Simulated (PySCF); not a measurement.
# C4H5N, SMILES `C=C(C)C#N`: electronic structure

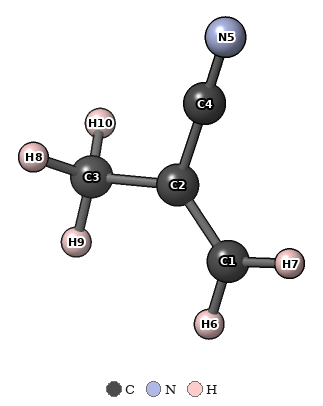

The molecule, with its atoms numbered as below. No frequency check shows the geometry to be a minimum.

Cartesian coordinates (Å):

```
C1       0.9479    1.3289   -0.0001
C2       0.3896    0.1210    0.0002
C3       1.1481   -1.1710    0.0001
C4      -1.0229   -0.0036   -0.0001
N5      -2.1634   -0.1183    0.0001
H6       2.0182    1.4494   -0.0001
H7       0.3549    2.2277    0.0002
H8       0.8886   -1.7587    0.8798
H9       2.2188   -0.9829   -0.0004
H10      0.8872   -1.7592   -0.8802
```

Part 1: Bonding charge

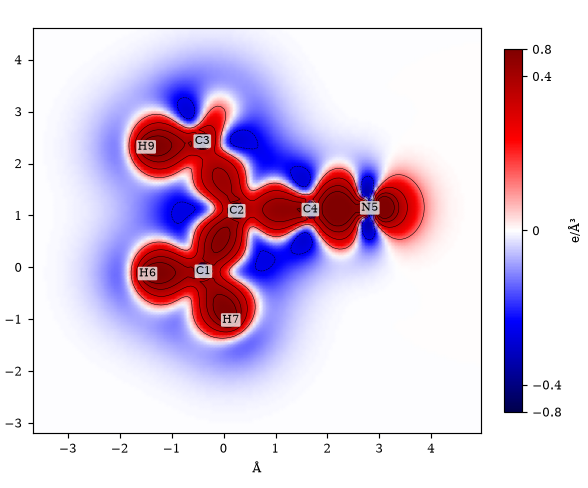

Deformation density (molecule less spherical, spin-averaged free atoms) in a plane through 8 of the atoms; colour scale in e/Å³, logarithmic beyond ±0.1; red: gain, blue: loss.

Computed with PySCF, PBE0/def2-SVP, geometry: GFN2-xTB.

> How much density has each bond in this plane gained at its critical point, relative to the free atoms?

C4–N5: +0.89 e/Å³ at the bond critical point (bond length 1.15 Å, Mayer order 3.0). C1–H7: +0.74 e/Å³ at the bond critical point (bond length 1.08 Å, Mayer order 0.9). C1–H6: +0.73 e/Å³ at the bond critical point (bond length 1.08 Å, Mayer order 0.9). C1–C2: +0.69 e/Å³ at the bond critical point (bond length 1.33 Å, Mayer order 2.0). C3–H9: +0.69 e/Å³ at the bond critical point (bond length 1.09 Å, Mayer order 1.0). C2–C4: +0.52 e/Å³ at the bond critical point (bond length 1.42 Å, Mayer order 1.1). C2–C3: +0.46 e/Å³ at the bond critical point (bond length 1.50 Å, Mayer order 1.0). In all, 2.3 electrons gather in the regions of gain relative to the promolecule.

> Where do the Hirshfeld charges lie?

The highest Hirshfeld charge is on C4 (+0.08 e), the lowest on N5 (−0.22 e).

Part 2: Bond critical points

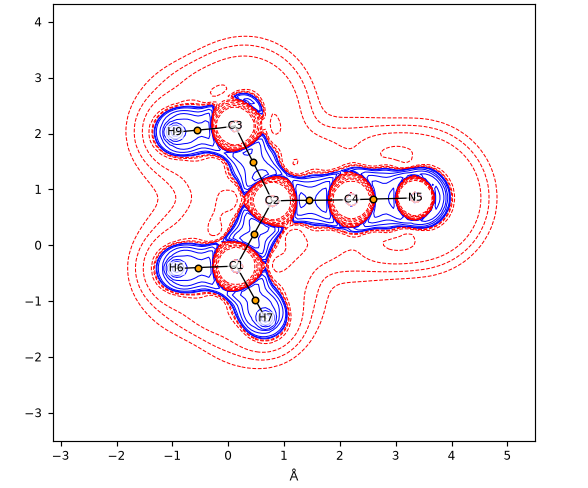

Negative Laplacian of the density (−∇²ρ) in a plane through 8 of the atoms (solid blue lines positive, dashed red lines negative, contours at ±0.02 to ±8 a.u.), with bond paths and bond critical points (dots).

> At which bond critical points in this plane is charge locally concentrated, and at which depleted?

Concentrated (∇²ρ < 0): C1–C2 (−0.90 a.u.); C1–H7 (−1.12 a.u.); C2–C4 (−0.75 a.u.); C1–H6 (−1.11 a.u.); C3–H9 (−1.03 a.u.); C2–C3 (−0.59 a.u.). Depleted (∇²ρ > 0): C4–N5 (+0.41 a.u., H = −0.888). A positive Laplacian with clearly negative H marks a strongly polar covalent bond, whose critical point lies close to the core of the less electronegative atom.

> Where along C4–N5 does the critical point lie?

0.39 Å from C4 and 0.75 Å from N5.

Part 3: Electrostatic potential

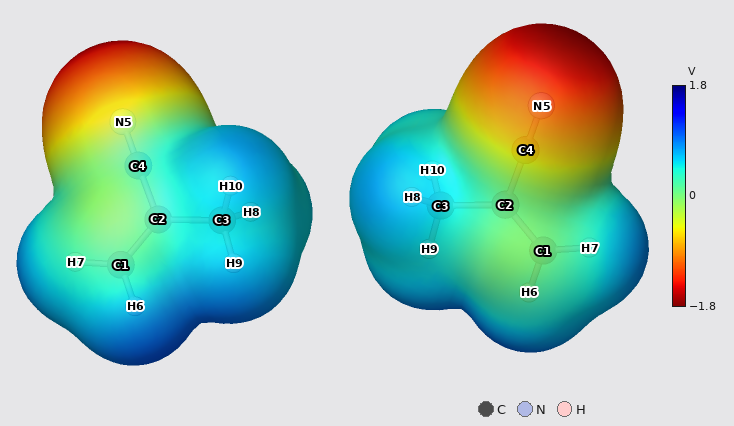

Electrostatic potential on the surface of electron density 0.001 a.u. (back view left, front view right).

> Where are the extremes of the potential on the surface?

Highest: 1.06 V, 1.3 Å from H6. Further maxima include 0.85 V, 1.3 Å from H7; 0.75 V, 1.3 Å from H10, and at like points elsewhere. Lowest: −1.71 V, 1.8 Å from N5. The surface is sampled at points, so like sites can differ by a few per cent and only the strongest of them is named.

> What volume does the surface enclose, and what is the dipole moment?

About 102 Å³; the dipole moment is 3.8 D.

Part 4: Excited states

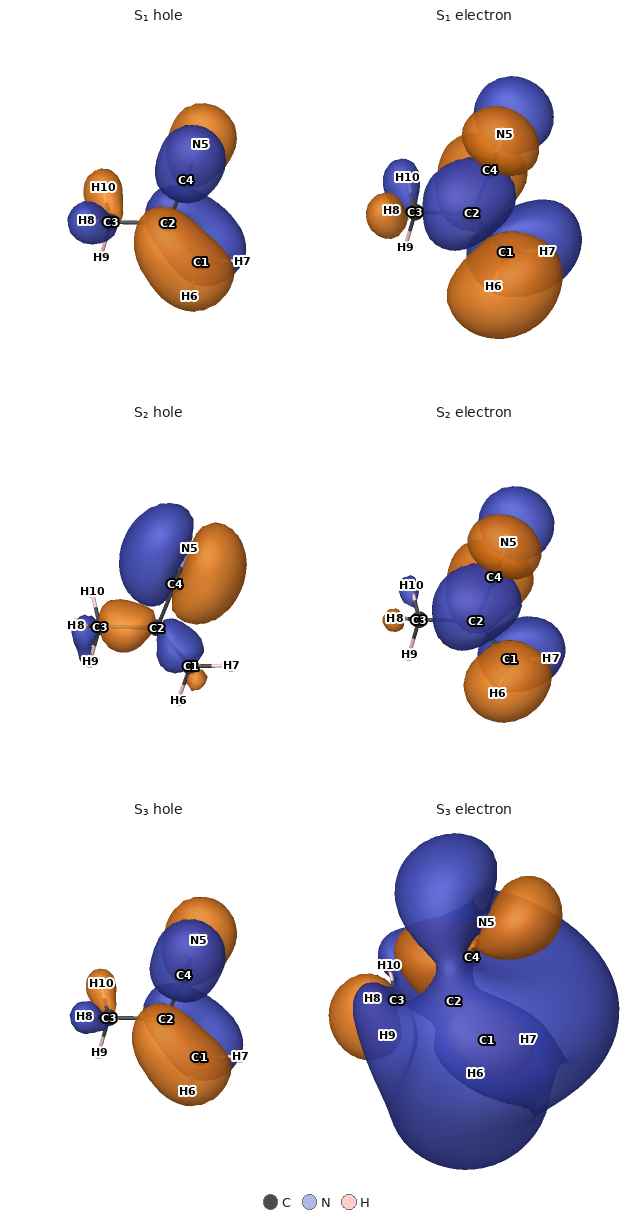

Leading natural transition orbitals (full linear response singlet states).

Level of theory: ωB97X/aug-cc-pVDZ (PySCF), at a geometry from GFN2-xTB.

> Describe these excited states.

By state:
- S₁: 6.43 eV (193 nm), f = 0.345 (bright), π → π*; the leading pair carries 93 %; hole on C1 (31 %), N5 (22 %) and C2 (22 %), electron on C1 (28 %), C2 (21 %) and N5 (17 %); their centroids lie 0.2 Å apart.
- S₂: 6.83 eV (182 nm), f = 0.000 (dark); the leading pair carries 96 %; hole on N5 (50 %), C4 (34 %) and C2 (6 %), electron on N5 (27 %), C1 and C4 (23 % each) and C2 (17 %); their centroids lie 1.0 Å apart.
- S₃: 7.39 eV (168 nm), f = 0.005, partly diffuse acceptor orbital; the leading pair carries 93 %; hole on N5 (28 %), C1 (27 %) and C2 (19 %), electron on C4 (27 %), N5 (26 %) and C1 (12 %) (atom shares of so diffuse an orbital are rough); their centroids lie 0.2 Å apart.

Part 5: Stretching a bond

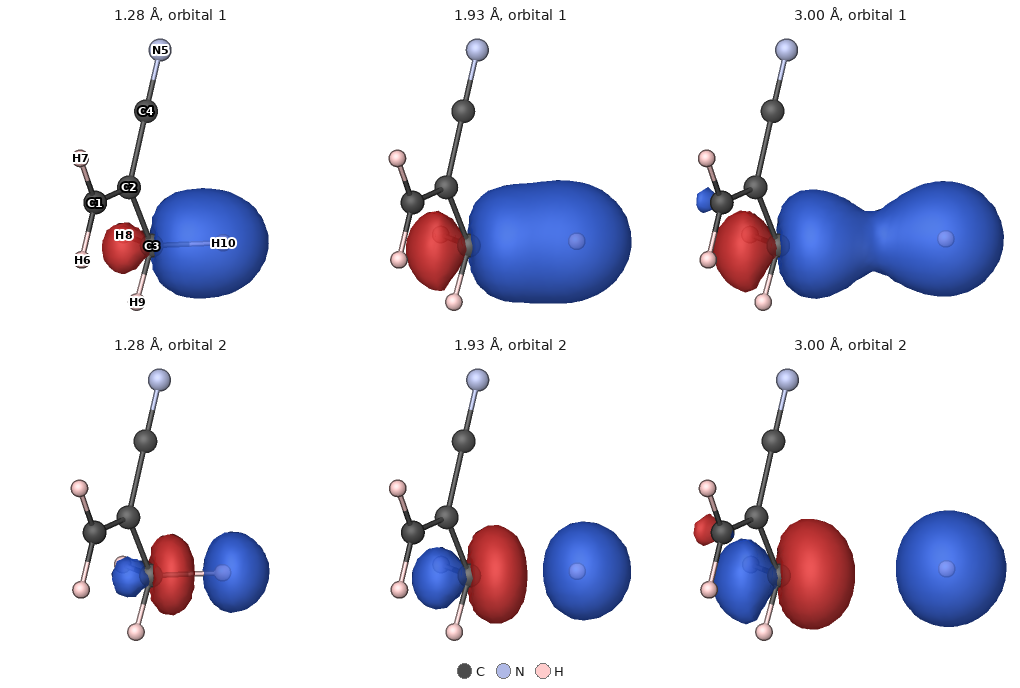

Rigid stretch of the C3–H10 bond. The two CASSCF(2,2) natural orbitals nearest half filling (orbital 1 the more occupied).

Computed with PySCF, def2-SVP basis, geometry: GFN2-xTB.

> How do the occupations change along the stretch?

1.28 Å: 1.97 and 0.03; 1.93 Å: 1.82 and 0.18; 3.00 Å: 1.29 and 0.71. At the longest distance computed (3.00 Å) they are 1.29 and 0.71, and the effective number of unpaired electrons is 1.7.

UHF's ⟨S²⟩ passes 1 along the scan (up to 1.29), so it also polarises electrons outside the stretched bond; its energy lowering isn't due to that bond alone.

UHF already breaks spin symmetry near equilibrium here (⟨S²⟩ = 0.17 at 1.07 Å), for reasons apart from this bond.

> How much energy does the stretch cost?

By CASSCF, 4.2 eV from the lowest point of the scan (1.07 Å) to 3.00 Å; RHF gives 7.2 eV from its own lowest point. The fragments aren't relaxed and dynamic correlation is missing, so this isn't a bond dissociation energy.

The PySCF runs shown took 5.4 s, 8.9 min and 110 s on 1 thread of Intel(R) Xeon(R) 6975P-C (Granite Rapids) (shared host).
